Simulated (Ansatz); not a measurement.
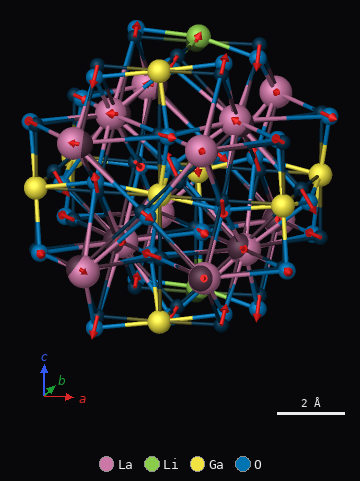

A relaxation of a defect cell of composition La8LiGa7O23. The starting structure is drawn faded, the final one solid; red arrows show the displacements, 2 times their true length.

The picture is a ball-and-stick view of the atoms within 5.0 Å of the atom that moves most (axes of the cell of the calculation), seen slightly off an axis.

The calculation used DFT, PBEsol, PAW, plane waves (Ansatz 0.2.0). Set-up: plane-wave cutoff 420 eV; k-point mesh 1 × 1 × 1; mesh shifted by (0.25, 0.25, 0.25); no spin polarisation; atoms relaxed in a fixed cell; force threshold 0.03 eV/Å; at most 80 steps.

Which element moves most?

Answer. Oxygen: up to 0.52 Å, against 0.22 Å for lanthanum.

What happened in the run?

Answer. After 10 accepted moves (11 points after the start) the energy has fallen by 3.895 eV per cell of the calculation. Largest force component: 4 eV/Å at the start, 0.021 eV/Å at the end. The line search rejected the trial step at point 9 of the run. An O atom moves most: 0.52 Å roughly along [−1 0 2]. By element the largest moves are O 0.52 Å, La 0.22 Å, Ga 0.20 Å, Li 0.19 Å. The cell stays as it was. Some distances before and after: La–O 2.714 → 3.330 Å, La–O 2.691 → 3.294 Å, La–O 2.766 → 3.310 Å, La–O 2.743 → 3.284 Å. Among the angles between lasting bonds that change: Ga–O–Ga 177.3° → 147.2°, Ga–O–Ga 177.5° → 148.1°, Li–O–Ga 179.0° → 153.6°. Cost: 21 s on 8 threads of Intel(R) Xeon(R) 6975P-C, peak memory 1 GiB.

Limits of the set-up: the periodic images lie only 7.7 Å apart, so the values are limited by the cell's size.
